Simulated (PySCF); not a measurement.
## Electronic structure of C$_{6}$H$_{11}$FO$_{2}$Si in real space

```xyz
21

C     3.9932    0.4376   -0.2366
C     2.5991    0.4305    0.3650
O     1.7305   -0.2427   -0.5385
C     0.4511   -0.3612   -0.1701
C    -0.2762    0.0331    0.8904
F     0.1679    0.7225    1.9894
Si   -1.8619   -0.7927    0.3107
O    -3.0934    0.0746   -0.2696
C    -4.2150    0.5849    0.3935
C    -0.5438   -1.0834   -1.0427
H     4.3358   -0.5818   -0.3932
H     3.9812    0.9494   -1.1952
H     4.6809    0.9469    0.4325
H     2.2402    1.4550    0.5238
H     2.5965   -0.0885    1.3315
H    -2.3142   -1.9326    1.1041
H    -4.7240   -0.2001    0.9563
H    -4.8930    0.9896   -0.3582
H    -3.9233    1.3784    1.0842
H    -0.6900   -0.5914   -2.0001
H    -0.2505   -2.1110   -1.2368
```

Geometry: GFN2-xTB.

The calculation used PBE0/pcSseg-1, SCF density, gas phase, non-relativistic (PySCF 2.14.0).

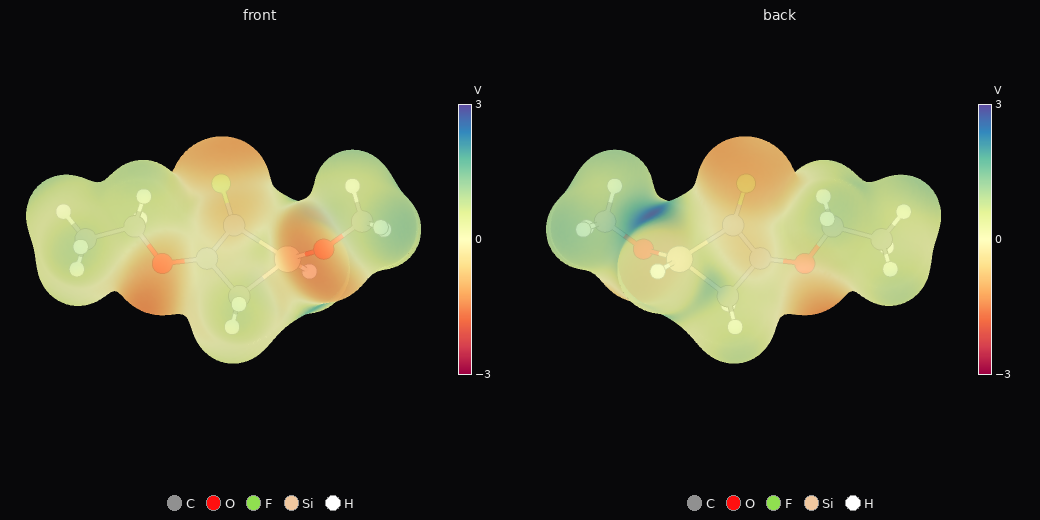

Figure 1. The molecular electrostatic potential painted on the density surface at 0.004 e/bohr³, seen from the front and from behind; red is negative and blue positive.

### Describe the electrostatic potential map.

The most negative region (about −1.4 V) lies over O3 and O8, the most positive (about +2.4 V) over Si7.

### What dipole moment does the calculation give?

Its dipole moment is 0.78 D.

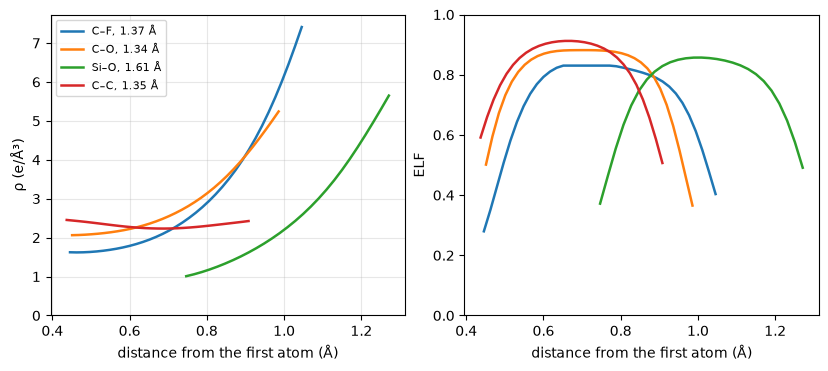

Figure 2. Total electron density and ELF along straight lines between neighbouring atoms. The curves leave out the atomic cores.

### What kind of bonding do the profiles show?

C–F (1.37 Å): ρ is about 2.1 e/Å³ halfway, with its minimum of 1.6 e/Å³ about 0.5 Å from C; the ELF peaks at about 0.85 between the atoms; a shared but strongly polarised pair.
C–O (1.34 Å): ρ at the midpoint is about 2.4 e/Å³; the ELF peaks at about 0.90 between the atoms (a shared but strongly polarised pair).
Si–O (1.61 Å): ρ at the midpoint is about 1.2 e/Å³; the ELF peaks at about 0.85 between the atoms (a polar covalent bond).
C–C (1.35 Å): ρ is about 2.2 e/Å³ halfway; the ELF peaks at about 0.90 between the atoms; a multiple bond.
